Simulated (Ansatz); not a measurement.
Si45Ge19

Si45Ge19, 64 atoms, a = 10.87 Å, b = 10.87 Å, c = 11.09 Å, α = 90.00°, β = 90.00°, γ = 90.00°.

Space group P1.

Level of theory: DFT PBEsol, scalar-relativistic, plane waves, PAW (Ansatz).

Q: Predict the valence pseudo-density and electron localisation function between the atoms.

A: Si–Si (2.35 Å): the density is about 0.57 e/Å³ at the midpoint; the ELF peaks at about 0.95 between the atoms, as expected for a covalent bond.
Si–Ge (2.39 Å): ρ at the midpoint is about 0.54 e/Å³; the ELF peaks at about 0.90 between the atoms (a shared electron pair).

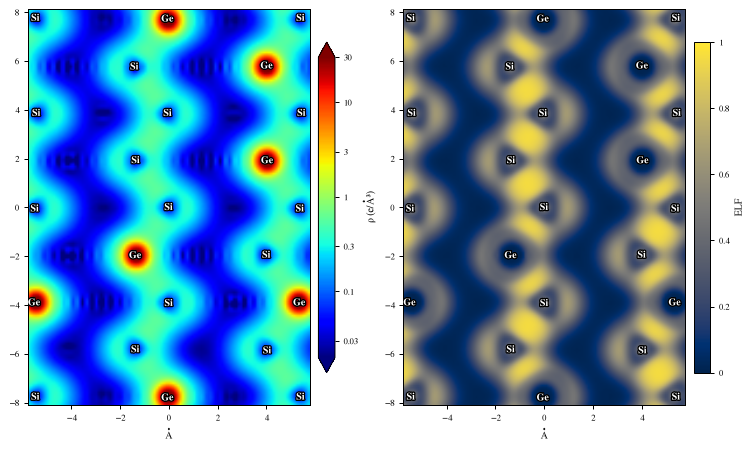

Computed valence pseudo-density and electron localisation function on the (011) plane of the conventional cell, in this order. 

Core electrons are frozen (PAW), and the valence fields are smoothed inside the atomic spheres.
